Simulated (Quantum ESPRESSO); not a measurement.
Convergence study of the plane-wave cutoff for Pb (Fm-3m, 1 atom in the cell)

```yaml
crystal:
  lattice:
    - [0.00000, 2.46758, 2.46758]
    - [2.46758, 0.00000, 2.46758]
    - [2.46758, 2.46758, 0.00000]
  atoms:
    - { symbol: Pb, position: [0.00000, 0.00000, 0.00000] }
```

Level of theory: PBE, PseudoDojo standard norm-conserving (PBE) pseudopotentials (plane waves; Quantum ESPRESSO 7.5).

Base settings: ecutwfc = 65 Ry; occupations = smearing; smearing = gauss; degauss = 0.0073499 Ry; potentials = {Pb: Pb.upf}; K_POINTS = automatic 8 8 8 0 0 0; conv_thr = 1e-10 Ry; mixing_beta = 0.3.

The second cell is the first with its lattice scaled by 0.98.

The mesh stays at the base's, so the ladder's end is converged at best in this setting alone.

Only quantities that move along the ladder and can be compared are tabulated.

The count of work is k-points × plane waves × bands × iterations; it is no time. 

The starting cell has typed, rounded lattice constants, without a prior relaxation at this level. Its lattice was rescaled by up to half a per cent.

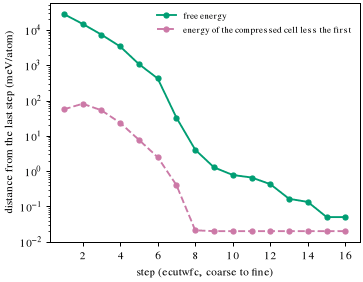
Figure. Distance from the last step along the ladder; very small values are drawn at a floor.

| ecutwfc | free energy less the last step's (meV/atom) | energy of the compressed cell less the first (meV/atom) | pressure (GPa) | count of work / last |
|---|---|---|---|---|
| 23 Ry | 28150.32 | -3.72 | -467.43 | 0.065 |
| 26 Ry | 14833.29 | 133.79 | -304.39 | 0.070 |
| 29 Ry | 7374.25 | -0.50 | -183.56 | 0.081 |
| 32 Ry | 3396.67 | 29.25 | -101.16 | 0.11 |
| 36 Ry | 1076.72 | 60.33 | -38.96 | 0.12 |
| 39 Ry | 421.95 | 55.09 | -16.42 | 0.12 |
| 46 Ry | 32.63 | 52.20 | 0.91 | 0.16 |
| 52 Ry | 4.03 | 52.63 | 2.78 | 0.19 |
| 58 Ry | 1.28 | 52.61 | 2.95 | 0.23 |
| 65 Ry | 0.78 | 52.61 | 2.97 | 0.27 |
| 72 Ry | 0.66 | 52.61 | 2.97 | 0.32 |
| 78 Ry | 0.43 | 52.61 | 2.97 | 0.36 |
| 88 Ry | 0.16 | 52.61 | 2.98 | 0.42 |
| 98 Ry | 0.13 | 52.61 | 2.98 | 0.50 |
| 114 Ry | 0.04 | 52.61 | 2.98 | 0.64 |
| 130 Ry | 0.03 | 52.61 | 2.98 | 0.76 |
| 156 Ry | 0.00 | 52.61 | 2.98 | 1.0 |

Coarsest ecutwfc that holds the energy of the compressed cell less the first within 2 meV/atom of the last step, with all finer ones: 46 Ry, at 0.16 of the last step's count of work; the step before is off by 2.5 meV/atom.

Coarsest ecutwfc that holds the free energy within 1 meV/atom of the last step, with all finer ones: 65 Ry, at 0.27 of the last step's count of work; the step before is off by 1.3 meV/atom.

Coarsest ecutwfc that holds the pressure within 0.5 GPa of the last step, with all finer ones: 52 Ry, at 0.19 of the last step's count of work; the step before is off by 2.1 GPa.

The energy difference between the two cells stays within 1 meV/atom of the last step's from 46 Ry on, the total only from 65 Ry on: much of the error is common to both cells and cancels.

At the lowest cutoff the pressure lies 470 GPa under the last step's, the usual sign of Pulay stress in an incomplete plane-wave basis.
